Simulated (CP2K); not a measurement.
Band structure of TaNbAl₆ (P4/mmm, 8 atoms in the cell).

```
CELL_PARAMETERS angstrom
      3.91003     0.00000     0.00000
      0.00000     3.91003     0.00000
      0.00000     0.00000     8.70543
ATOMIC_POSITIONS crystal
  Ta 0.50000 0.50000 0.50000
  Al 0.50000 0.50000 0.00000
  Al 0.00000 0.00000 0.50000
  Al 0.00000 0.50000 0.25110
  Al 0.00000 0.50000 0.74890
  Al 0.50000 0.00000 0.25110
  Al 0.50000 0.00000 0.74890
  Nb 0.00000 0.00000 0.00000
```

Method of the run: CP2K with PBEsol, GPW, DZVP-MOLOPT-PBE-GTH basis, GTH-PBE potentials (POTENTIAL_UZH).

Settings: CUTOFF = 500 Ry; REL_CUTOFF = 50 Ry; SMEAR/METHOD = FERMI_DIRAC; ELECTRONIC_TEMPERATURE = 580.23 K; KPOINTS/SCHEME = MONKHORST-PACK 7 7 3; XC_FUNCTIONAL = PBE:PBESOL; Ta/BASIS_SET = DZVP-MOLOPT-PBE-GTH-q13; Ta/POTENTIAL = GTH-PBE-q13; Al/BASIS_SET = DZVP-MOLOPT-PBE-GTH-q3; Al/POTENTIAL = GTH-PBE-q3; Nb/BASIS_SET = DZVP-MOLOPT-PBE-GTH-q13; Nb/POTENTIAL = GTH-PBE-q13; METHOD = GPW; EPS_DEFAULT = 1e-10.

The starting cell comes from a database of computed structures (which also holds hypothetical and non-ambient phases and stackings), without a prior relaxation at this level. Its lattice was rescaled by a random factor within 2.5 % of one. Spin-orbit coupling is off. Spin polarisation is off. Values carry the incompleteness of an atom-centred basis. The potentials were made for another functional than the one used.

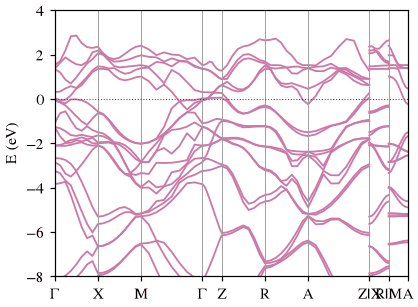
Fig. 1. Bands along the path, energies from the Fermi level.

Levels in eV from the Fermi level, bands 19 to 24:
```tsv
point	19	20	21	22	23	24
Γ	-1.27	-1.10	-0.07	-0.07	0.03	0.31
X	-1.65	-1.50	-0.64	-0.57	1.35	1.47
M	-2.85	-2.84	-2.02	-2.02	1.01	1.39
Z	-1.00	-0.94	0.06	0.27	0.62	0.62
R	-1.24	-1.22	-0.36	-0.29	1.35	1.51
A	-2.38	-2.38	-1.67	-1.50	-0.24	0.46
```

Bands cross the Fermi level along this path, so the cell is metallic at this level.

Higher empty bands are left out: an atom-centred basis made for the valence describes them poorly.
